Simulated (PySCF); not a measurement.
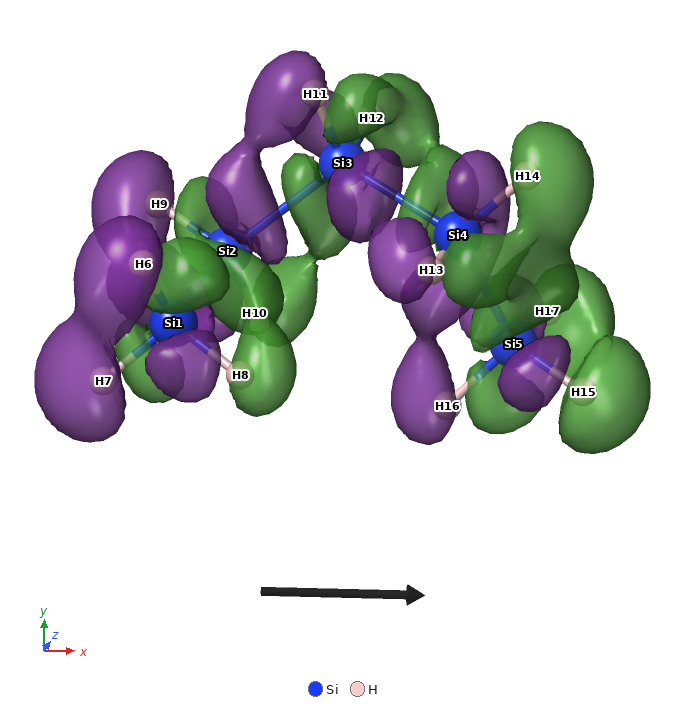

Figure. H12Si5, SMILES `[SiH3][SiH2][SiH2][SiH2][SiH3]`. Change of the electron density in a uniform field of 0.21 V/Å along +x (arrow), surfaces at ±0.0015 e/Å³ (purple: gain, green: loss).

Method: PBE/def2-TZVP; geometry: GFN2-xTB; program: PySCF. No frequency check shows the geometry to be a minimum. A basis without diffuse functions makes polarisabilities too small.

Coordinates in Å:

```
Si1     -2.7548   -1.0979    0.5364
Si2     -1.7117    0.3538   -0.9285
Si3     -0.0037    1.6250    0.0051
Si4      1.7033    0.3456    0.9290
Si5      2.7666   -1.0847   -0.5425
H6      -3.3885   -0.3807    1.6461
H7      -3.7982   -1.9345   -0.0596
H8      -1.7816   -2.0155    1.1375
H9      -2.7141    1.2034   -1.5914
H10     -1.1419   -0.4155   -2.0494
H11     -0.5807    2.5363    1.0076
H12      0.5708    2.5519   -0.9841
H13      1.1232   -0.4420    2.0320
H14      2.6966    1.1883    1.6140
H15      3.7843   -1.9466    0.0618
H16      1.7987   -1.9783   -1.1869
H17      3.4372   -0.3523   -1.6199
```

**What dipole is induced, and what polarisability does it imply?**

The induced dipole is 1.80 D (along the field); α along this axis, from the fields in both directions, is 177 bohr³ (26.3 Å³).

**Which atoms gain and lose the most charge?**

Electrons gather most on H7 (Hirshfeld charge changes by −0.011 e) and leave H15 most (+0.011 e); 0.128 electrons are displaced in all.
